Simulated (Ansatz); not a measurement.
## Computed energy against volume: SiO2 (alpha-cristobalite type, space group P4_12_12)

SiO2 (alpha-cristobalite type, space group P4_12_12)

```
SiO2
1.0
    5.02890     0.00000     0.00000
    0.00000     5.02890     0.00000
    0.00000     0.00000     7.01076
Si O
4 8
Direct
  0.29800   0.29800   0.00000
  0.79800   0.20200   0.75000
  0.20200   0.79800   0.25000
  0.70200   0.70200   0.50000
  0.23961   0.10178   0.17827
  0.73961   0.39822   0.57173
  0.26039   0.60178   0.07173
  0.76039   0.89822   0.67827
  0.89822   0.76039   0.32173
  0.39822   0.73961   0.42827
  0.60178   0.26039   0.92827
  0.10178   0.23961   0.82173
```

E(V) scan at fixed shape, V₀ the volume above. The atoms relax within the cell's symmetry.

All values below come from PBEsol (plane waves to 420 eV, PAW, scalar-relativistic; Ansatz, a first-principles code). k mesh 5×5×4 (Γ-centred), Fermi-Dirac smearing 0.05 eV. Energies are smeared free energies. With the shape held, the modulus is that of even scaling; a crystal free to change shape is softer. SiO2 was relaxed with its symmetry unable to fall. The PAW data are Ansatz's earlier set. ΔE is measured from the relaxed starting cell.

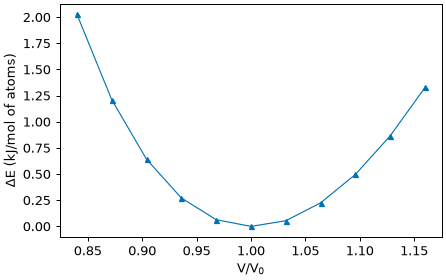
*ΔE (kJ/mol of atoms) against V/V₀; markers are the computed points, lines only join them.*

The energy cost of the largest expansion comes out as 13.8 meV/atom and the pressure derivative B₀′ (fit) is 3.1. The pressure for 5 % compression (fit) is 0.8 GPa. The equilibrium volume of the fit is 14.77 Å³/atom and the energy cost of the largest compression is 21.0 meV/atom.

P = (3B₀/2)(x⁷ − x⁵)[1 + ¾(B₀′ − 4)(x² − 1)] with x = (1/0.95)^(1/3), B₀ = 14.2 GPa and B₀′ = 3.07.

(A scan under strain: stresses follow from slopes of the energy per volume, elastic moduli from its curvatures.)
